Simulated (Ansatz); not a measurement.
# C₂H₄FNSi: single points with varied inputs, part 2 of 2

Ansatz 0.2.0, Gaussian basis; the settings change from run to run. Earlier steps stand in the parts before.

### 7 LC-wPBE/6-31G

This run has a grid of angular degree 11.

Contents of in.yaml:

```yaml
crystal:
  periodic: [false, false, false]
  atoms:
    - {symbol: N, position_ang: [1.052553, 2.214208, -0.091283]}
    - {symbol: C, position_ang: [0.660828, 1.109399, -0.421222]}
    - {symbol: C, position_ang: [0.329814, -0.141225, -0.657838]}
    - {symbol: F, position_ang: [0.652580, -0.689496, -1.861287]}
    - {symbol: Si, position_ang: [-0.580646, -1.185976, 0.580843]}
    - {symbol: H, position_ang: [0.427500, 2.992584, -0.298923]}
    - {symbol: H, position_ang: [0.222986, -2.384205, 0.932622]}
    - {symbol: H, position_ang: [-1.884743, -1.630826, 0.025601]}
    - {symbol: H, position_ang: [-0.792369, -0.330762, 1.774387]}
basis:
  gaussian: {orbitals: 6-31G, final_grid: {core_spheres: 5, valence_spheres: 4, degree: 11}}
hamiltonian: {xc: {name: LC-wPBE}}
```

Command:

```
> ansatz run in.yaml --threads 2 --pin off --events-out ev --progress --plain --max-ram 4352MiB
```

What it wrote:

```text
Functional definition: LC-wPBE
  name "LC-wPBE"
  cite "Vydrov & Scuseria, J. Chem. Phys. 125, 234109 (2006) doi:10.1063/1.2409292"
  cite "Heyd & Scuseria, J. Chem. Phys. 120, 7274 (2004) doi:10.1063/1.1668634"
  cite "Ernzerhof & Perdew, J. Chem. Phys. 109, 3313 (1998) doi:10.1063/1.476928"
  cite "Perdew, Burke & Ernzerhof, Phys. Rev. Lett. 77, 3865 (1996) doi:10.1103/PhysRevLett.77.3865"
  parent pbe
  parameter omega = 0.4/bohr
  exchange = pbe_x_sr(omega) + exact_x_lr(omega)
  correlation = pbe_c
729 factors; integrals over basis functions are off by at most 1.9e-4 eV
314 factors; integrals over basis functions are off by at most 1.6e-5 eV
mean field evaluation 1: about -14208.6517 eV, gradient 3.3e1 eV
mean field evaluation 2: about -14208.6877 eV, gradient 3.5e1 eV
mean field evaluation 4: about -14211.0511 eV, gradient 1.7e0 eV
mean field evaluation 8: about -14211.0545 eV, gradient 2.0e-1 eV
mean field evaluation 16: about -14211.0547 eV, gradient 1.8e-4 eV
mean field -14211.05473695 eV, -522.2466289840 hartree, gradient 2.6e-5 eV, S^2 0.000000; 0 other end points of the search recorded, 0 dependent functions left out
reference -14211.05473695 eV, -522.2466289842 hartree; 23, 23 occupied and 34, 34 virtual orbitals, 729 factors
Total energy: -14211.05473695 eV, -522.2466289842 hartree
```

Wall time 0.7 s (2 threads of Arm Neoverse V1, shared host).

### 8 r2SCAN0/cc-pVTZ-DK

Options: unrestricted orbitals, atoms shaken by 0.08 Å, finite nuclei, D3(BJ) with three-body dispersion, the search for lower states set to full.

Contents of in.yaml:

```yaml
crystal:
  periodic: [false, false, false]
  atoms:
    - {symbol: N, position_ang: [1.224862, 2.173969, -0.029078]}
    - {symbol: C, position_ang: [0.687439, 1.036021, -0.477684]}
    - {symbol: C, position_ang: [0.322153, -0.249810, -0.639594]}
    - {symbol: F, position_ang: [0.614058, -0.691643, -1.962946]}
    - {symbol: Si, position_ang: [-0.442353, -1.214568, 0.623808]}
    - {symbol: H, position_ang: [0.280696, 2.784257, -0.266503]}
    - {symbol: H, position_ang: [0.278046, -2.326057, 0.898767]}
    - {symbol: H, position_ang: [-1.774505, -1.561898, -0.075172]}
    - {symbol: H, position_ang: [-0.892982, -0.152408, 1.714077]}
basis:
  gaussian: {orbitals: cc-pVTZ-DK, nuclear_model: gaussian}
magnetization: {spin_polarized: true, initial_magnetization: 0}
hamiltonian: {xc: {name: r2SCAN0}, dispersion: d3bjatm}
scf: {lower_state_search: full}
```

Launched as before.

What it wrote:

```text
Functional definition: r2SCAN0
  name "r2SCAN0"
  cite "Bursch, Neugebauer, Ehlert & Grimme, J. Chem. Phys. 156, 134105 (2022) doi:10.1063/5.0086040"
  cite "Furness, Kaplan, Ning, Perdew & Sun, J. Phys. Chem. Lett. 11, 8208 (2020) doi:10.1021/acs.jpclett.0c02405"
  cite "Furness, Kaplan, Ning, Perdew & Sun, J. Phys. Chem. Lett. 11, 9248 (2020) doi:10.1021/acs.jpclett.0c03077"
  parent r2scan
  parameter a = 0.25
  parameter k0 = 0.174
  parameter k1 = 0.065
  parameter a1 = 4.9479
  exchange = (1 - a)*r2scan_x(k0 = k0, k1 = k1, a1 = a1) + a*exact_x
  correlation = r2scan_c
1197 factors; their error is unknown
mean field evaluation 1: about -14235.3333 eV, gradient 2.5e1 eV
mean field evaluation 2: about -14234.4891 eV, gradient 2.9e1 eV
mean field evaluation 4: about -14237.8623 eV, gradient 1.8e0 eV
mean field evaluation 8: about -14237.8806 eV, gradient 3.4e-2 eV
mean field evaluation 16: about -14237.9058 eV, gradient 5.6e-5 eV
mean field -14237.90577260 eV, -523.2333863441 hartree, gradient 1.5e-5 eV, S^2 0.000000; 1 other end points of the search recorded, 0 dependent functions left out
reference -14237.90578262 eV, -523.2333867123 hartree; 23, 23 occupied and 187, 187 virtual orbitals, 1197 factors
Total energy: -14237.96448981 eV, -523.2355441614 hartree
Relativity: scalar
```

It took 17 s on 2 threads of Arm Neoverse V1, shared host; peak memory 0.69 GiB.

⟨S²⟩ 0.000.

### 9 B97M-V/x2c-TZVPPall

Set apart from the defaults: coordinates scaled by 0.96.

Contents of in.yaml:

```yaml
crystal:
  periodic: [false, false, false]
  atoms:
    - {symbol: N, position_ang: [1.010450, 2.125640, -0.087631]}
    - {symbol: C, position_ang: [0.634394, 1.065023, -0.404373]}
    - {symbol: C, position_ang: [0.316621, -0.135576, -0.631524]}
    - {symbol: F, position_ang: [0.626477, -0.661917, -1.786836]}
    - {symbol: Si, position_ang: [-0.557420, -1.138537, 0.557610]}
    - {symbol: H, position_ang: [0.410400, 2.872881, -0.286966]}
    - {symbol: H, position_ang: [0.214066, -2.288837, 0.895317]}
    - {symbol: H, position_ang: [-1.809354, -1.565593, 0.024577]}
    - {symbol: H, position_ang: [-0.760675, -0.317532, 1.703411]}
basis:
  gaussian: {orbitals: x2c-TZVPPall}
hamiltonian: {xc: {name: B97M-V}}
```

Launched as before.

What it wrote:

```text
Functional definition: B97M-V
  name "B97M-V"
  cite "Mardirossian & Head-Gordon, J. Chem. Phys. 142, 074111 (2015) doi:10.1063/1.4907719"
  cite "Becke, J. Chem. Phys. 107, 8554 (1997) doi:10.1063/1.475007"
  cite "Vydrov & Van Voorhis, J. Chem. Phys. 133, 244103 (2010) doi:10.1063/1.3521275"
  # Of w^i u^j: cxij and so on, Table III.
  parameter cx00 = 1.000
  parameter cx01 = 1.308
  parameter cx02 = 1.901
  parameter cx10 = 0.416
  parameter cx11 = 3.070
  parameter css00 = 1.000
  parameter css02 = -1.855
  parameter css10 = -5.668
  parameter css32 = -20.497
  parameter css42 = -20.364
  parameter cos00 = 1.000
  parameter cos01 = 1.573
  parameter cos03 = -6.298
  parameter cos10 = 2.535
  parameter cos32 = -6.427
  parameter b = 6.0
  parameter c = 0.01
  gx(w, u) = cx00 + cx01*u + cx02*u^2 + (cx10 + cx11*u)*w
  gss(w, u) = css00 + css02*u^2 + css10*w + (css32*w^3 + css42*w^4)*u^2
  gos(w, u) = cos00 + cos01*u + cos03*u^3 + cos10*w + cos32*w^3*u^2
  exchange = spin_sum(e_x_unif_s*gx(b97_w, b97_u_x))
  correlation = spin_sum(e_c_pw_mod_same_spin*gss(b97_w, b97_u_same))
      + integral(e_c_pw_mod_opposite_spin*gos(b97_w_opposite, b97_u_opposite)) + vv10(b, c)
1209 factors; their error is unknown
mean field evaluation 1: about -14235.0261 eV, gradient 5.3e1 eV
mean field evaluation 2: about -14231.6401 eV, gradient 6.3e1 eV
mean field evaluation 4: about -14240.9852 eV, gradient 7.3e0 eV
mean field evaluation 8: about -14241.1178 eV, gradient 2.4e-1 eV
mean field evaluation 16: about -14241.0931 eV, gradient 2.6e-4 eV
mean field -14241.09311791 eV, -523.3505191237 hartree, gradient 2.4e-5 eV, S^2 0.000000; 0 other end points of the search recorded, 0 dependent functions left out
reference -14241.09317544 eV, -523.3505212378 hartree; 23, 23 occupied and 199, 199 virtual orbitals, 1209 factors
Total energy: -14241.09317544 eV, -523.3505212378 hartree
Relativity: scalar
```

Wall time 11 s (2 threads of Arm Neoverse V1, shared host).

### 10 LC-wPBE/def2-TZVPD

Options: unrestricted orbitals, the search for lower states set to full.

Contents of in.yaml:

```yaml
crystal:
  periodic: [false, false, false]
  atoms:
    - {symbol: N, position_ang: [1.052553, 2.214208, -0.091283]}
    - {symbol: C, position_ang: [0.660828, 1.109399, -0.421222]}
    - {symbol: C, position_ang: [0.329814, -0.141225, -0.657838]}
    - {symbol: F, position_ang: [0.652580, -0.689496, -1.861287]}
    - {symbol: Si, position_ang: [-0.580646, -1.185976, 0.580843]}
    - {symbol: H, position_ang: [0.427500, 2.992584, -0.298923]}
    - {symbol: H, position_ang: [0.222986, -2.384205, 0.932622]}
    - {symbol: H, position_ang: [-1.884743, -1.630826, 0.025601]}
    - {symbol: H, position_ang: [-0.792369, -0.330762, 1.774387]}
basis:
  gaussian: {orbitals: def2-TZVPD}
magnetization: {spin_polarized: true, initial_magnetization: 0}
hamiltonian: {xc: {name: LC-wPBE}}
scf: {lower_state_search: full}
output: {forces: true}
```

Same command.

What it wrote:

```text
Functional definition: LC-wPBE
  name "LC-wPBE"
  cite "Vydrov & Scuseria, J. Chem. Phys. 125, 234109 (2006) doi:10.1063/1.2409292"
  cite "Heyd & Scuseria, J. Chem. Phys. 120, 7274 (2004) doi:10.1063/1.1668634"
  cite "Ernzerhof & Perdew, J. Chem. Phys. 109, 3313 (1998) doi:10.1063/1.476928"
  cite "Perdew, Burke & Ernzerhof, Phys. Rev. Lett. 77, 3865 (1996) doi:10.1103/PhysRevLett.77.3865"
  parent pbe
  parameter omega = 0.4/bohr
  exchange = pbe_x_sr(omega) + exact_x_lr(omega)
  correlation = pbe_c
1203 factors; their error is unknown
518 factors; integrals over basis functions are off by at most 3.7e-5 eV
mean field evaluation 1: about -14214.8428 eV, gradient 2.7e1 eV
mean field evaluation 2: about -14215.7122 eV, gradient 2.5e1 eV
mean field evaluation 4: about -14217.7318 eV, gradient 1.4e0 eV
mean field evaluation 8: about -14217.7443 eV, gradient 6.7e-2 eV
mean field evaluation 16: about -14217.7249 eV, gradient 1.4e-4 eV
mean field -14217.72494191 eV, -522.4917544950 hartree, gradient 7.4e-5 eV, S^2 0.000000; 0 other end points of the search recorded, 0 dependent functions left out
the calculation of the forces begins
reference -14217.72494192 eV, -522.4917544954 hartree; 23, 23 occupied and 207, 207 virtual orbitals, 1203 factors
Total energy: -14217.72494192 eV, -522.4917544954 hartree
Atom 0 at     1.052553     2.214208    -0.091283 Å, force    -0.168405    -0.169927    -0.124793 eV/Å
Atom 1 at     0.660828     1.109399    -0.421222 Å, force     0.105705    -0.011864     0.069583 eV/Å
Atom 2 at     0.329814    -0.141225    -0.657838 Å, force    -0.028089     0.259497     0.162056 eV/Å
Atom 3 at     0.652580    -0.689496    -1.861287 Å, force     0.031641    -0.014769    -0.095665 eV/Å
Atom 4 at    -0.580646    -1.185976     0.580843 Å, force    -0.042721    -0.064538     0.041664 eV/Å
Atom 5 at     0.427500     2.992584    -0.298923 Å, force     0.046741    -0.075684     0.011242 eV/Å
Atom 6 at     0.222986    -2.384205     0.932622 Å, force    -0.041398     0.082569    -0.025742 eV/Å
Atom 7 at    -1.884743    -1.630826     0.025601 Å, force     0.082399     0.036837     0.028148 eV/Å
Atom 8 at    -0.792369    -0.330762     1.774387 Å, force     0.014128    -0.042122    -0.066491 eV/Å
Dipole moment:    -0.310674     0.228227     0.134665 e Å
```

Run time: 11 s. Hardware: 2 threads of Arm Neoverse V1, shared host; peak memory 0.55 GiB.

Largest force 0.307 eV/Å, dipole 1.96 D, ⟨S²⟩ 0.000.

### 11 All runs side by side

```
              level  charge  multiplicity               geometry  functions  energy (eV)   time
         B97/6-31G*       1             2                 shaken         87   -14204.801    9 s
 r2SCAN0/def2-mTZVP       0             1                 shaken        110   -14216.445  5.5 s
    wPBEh/def2-TZVP      -1             2  relaxed, point charge        185   -14210.978   35 s
 SVWN5/x2c-TZVPPall       0             1  relaxed, point charge        222   -14165.096  1.9 s
  SVWN5/aug-cc-pVDZ       0             1                relaxed        155   -14141.631    2 s
      LC-wPBE/6-31G       0             1                relaxed         57   -14211.055  0.7 s
 r2SCAN0/cc-pVTZ-DK       0             1                 shaken        210   -14237.964   17 s
B97M-V/x2c-TZVPPall       0             1                 scaled        222   -14241.093   11 s
 LC-wPBE/def2-TZVPD       0             1                relaxed        230   -14217.725   11 s
```

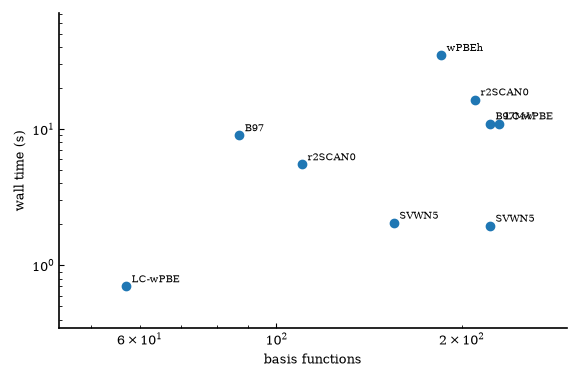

Wall time against the number of basis functions (shared host).

### 12 What came out

This closing draws on all 2 parts.

```
                                         quantity                  value
                                             runs                      9
                                         quickest   LC-wPBE/6-31G, 0.7 s
                                          slowest  wPBEh/def2-TZVP, 35 s
spread of total energies, same state and geometry                76.1 eV
                  dipole, same state and geometry         1.87 to 1.96 D
```

**Reading.** wPBEh/def2-TZVP took 50 times as long as LC-wPBE/6-31G. The jobs differ in tasks and options as well as level. The totals spread over 76 eV; they can't be compared across methods or bases. At the PBE0-D4/def2-TZVP geometry and in the same state, runs without warnings or point charges leave forces up to 0.92 eV/Å (SVWN5/aug-cc-pVDZ).
